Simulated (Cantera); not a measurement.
Feed: 1 mol Mg(OH)2, 6.2 mol H2O, 0.13 mol H2, equilibrated at 1625 K.

These are equilibrium values from Cantera (NASA tables, ideal gas, pure condensed phases), not measurements of a reactor. Candidate condensed phases: H2O, Mg, MgO, Mg(OH)2; 15 gas species. The numbers say what is thermodynamically allowed, not how fast it happens.

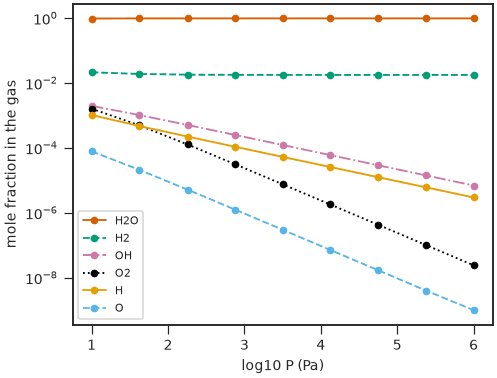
Figure: Equilibrium gas composition (values under 1e-9 drawn at 1e-9)

Problem. Read off the mole fractions at 0.000420 bar.

Solution. H2O about 0.98, H2 about 0.019, OH about 0.0010, O2 about 0.00050, H about 0.00047, O about 2.1e-5.
